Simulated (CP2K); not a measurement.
Consider 3-ethynylfuran at its PBE geometry (Å).

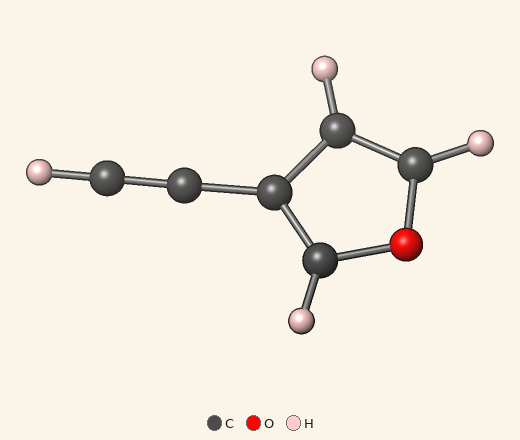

The molecule (carbon dark grey, oxygen red, hydrogen pink).

```xyz
11

C     2.8265   -0.2139   -0.4307
C     1.6335   -0.0661   -0.2522
C     0.2411    0.0840   -0.0422
C    -0.7295   -0.9647    0.1750
C    -1.9341   -0.3491    0.3252
O    -1.7960    1.0189    0.2189
C    -0.4684    1.2636   -0.0053
H     3.8761   -0.3406   -0.5916
H    -0.5276   -2.0288    0.2113
H    -2.9407   -0.7050    0.5061
H    -0.1812    2.3018   -0.1145
```

Method: CP2K XAS_TDP, all-electron GAPW, PBEh(45%), aug-cc-pVDZ, TDA, GW2X-corrected core level, no relativity.

Predict the bright core excitations at the O K edge.

Leading lines: O6 535.04 eV. The leading line of an atom is its first one with 35 % of the strongest within 2.5 eV of its lowest line over the strength cut. Core ionisation energies at this level: O6 539.77 eV.

The first six lines of each atom with a strength over 0.0015:

| atom | energy (eV) | states | strength, one atom | above the computed threshold |
| --- | --- | --- | --- | --- |
| O6 (bonded to 2 C) | 535.04 | 1 | 0.0280 |  |
|  | 538.70 | 1 | 0.0122 |  |
|  | 538.73 | 1 | 0.0202 |  |
|  | 538.99 | 1 | 0.0086 |  |
|  | 539.14 | 1 | 0.0018 |  |
|  | 540.13 | 1 | 0.0108 | yes |

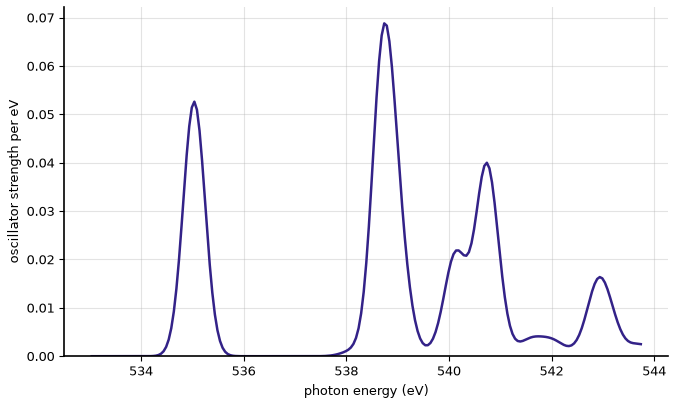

All atoms added, broadened by 0.5 eV.

Lines are vertical, at one geometry, with no vibrational structure. GW2X ionisation energies and lines can be off by 1 to 2 eV either way, and a good line position may hide errors that cancel. These values hold no scalar relativity, about 0.4 eV for O 1s. Rydberg lines, and the discretised continuum above threshold, depend on the basis and the box.

[Banner, clock and machine lines of the logs are left out without a mark of their own.]

[Logs are printed without paths, hosts, clocks, repeated set-up lines and the standing remarks that a program may print on its own settings, such as how far it seeks lower states.]

[Hosts, paths, dates, database ids (printed as entryN), source tags and the programs' standing remarks are cut or masked in the printed files.]
